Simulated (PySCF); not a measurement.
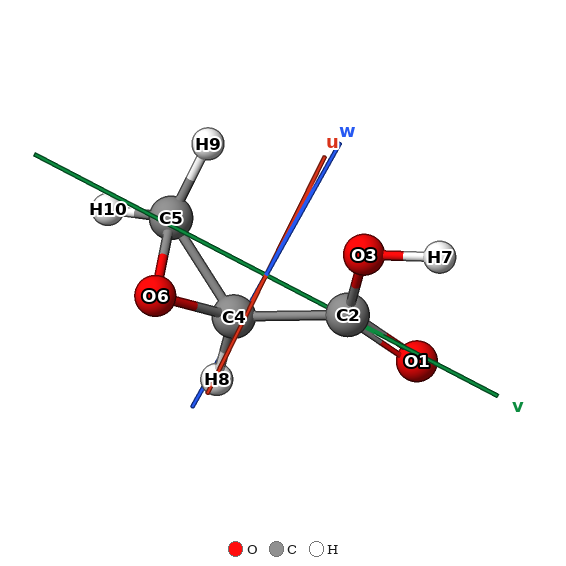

The lines u, v and w are the principal axes of the static dipole polarisability. The geometry was computed by an optimisation with PBE0-D3(BJ)/def2-SVP. No frequency run is at hand to confirm it as a minimum. Method: PBE0/def2-SVPD (PySCF 2.14.0).

Along which axis is the molecule most polarisable, and along which least?

Most along v (close to the long direction O1···C5), least along u.

Give the three principal values.

u 36.2, v 55.9, w 45.2 bohr³; mean 45.8, anisotropy 17.1 bohr³.
